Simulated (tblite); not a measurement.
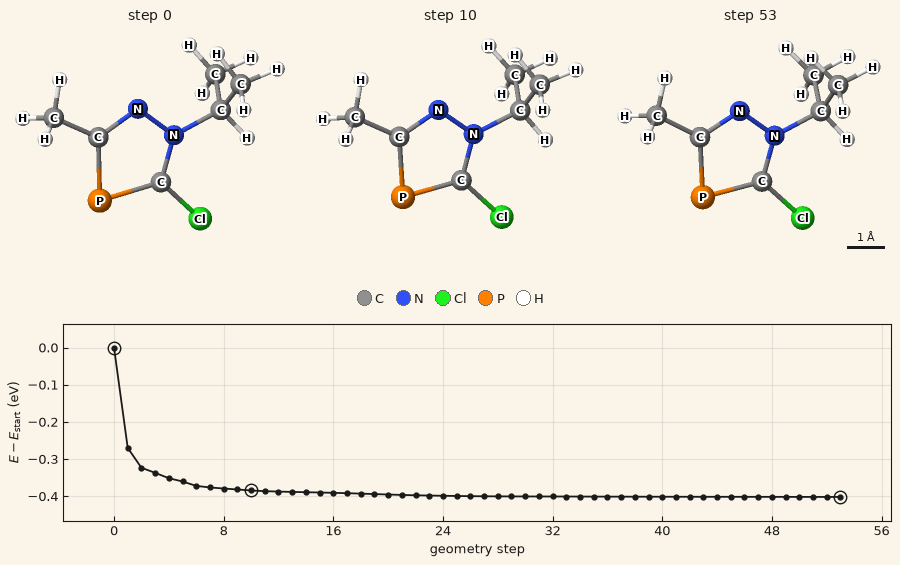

Frames of a relaxation of C6H10ClN2P, marked on the history of the run. Style: ball-and-stick. Shown at a tilt.

All numbers below come from tblite, GFN2-xTB geometry optimisation, gas phase. 

**What happens along the run?**

The atom that moves furthest after the best rigid fit is an H atom (0.21 Å). By element the largest moves are H 0.21 Å, P 0.14 Å, C 0.10 Å, N 0.08 Å, Cl 0.07 Å. Among the contacts that change: C–P 1.814 → 1.733 Å, C–P 1.837 → 1.772 Å, N–N 1.384 → 1.322 Å, C–N 1.340 → 1.306 Å. Among the angles between lasting bonds that change: N–C–P 119.6° → 115.1°, C–C–P 120.8° → 125.2°, N–C–C 112.7° → 109.1°. Over 53 geometry steps the energy falls by 0.402 eV. From step 0 to 10: the P atom moves most (0.13 Å), energy −0.384 eV. From step 10 to 53: an H atom moves most (0.15 Å), energy −0.017 eV.
